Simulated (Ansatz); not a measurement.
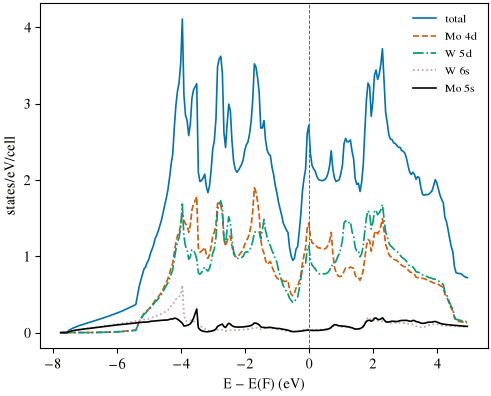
Total and projected density of states of MoW (rock salt, Fm-3m), PBE (plane waves, PAW; program Ansatz)

Q: Which orbitals carry the states next to the Fermi level?

A: Within 0.5 eV of the Fermi level: Mo 4d 53 %, W 5d 41 %. Projections are on Löwdin-orthogonalised atomic valence shells; empty p or d shells of many metals are not among them.

Q: Where is the tallest occupied peak in this window, and what makes it?

A: Near -3.9 eV, about 4.1 states/eV per cell; the largest projected share is W 5d.

The start of the workflow was typed in or built on a structure type; neither database checked (COD, Materials Project) lists it. Whether it is the stable phase at ambient conditions was not checked. Symmetry was held in the PBE relaxation; whether a distortion lowers the energy is not shown. The run is not spin-polarised. Its formation energy is positive at this level, so the cell may be metastable or incomplete. Spin–orbit coupling is left out wherever it is not named.

Potentials: the earlier of the program's two PAW sets.
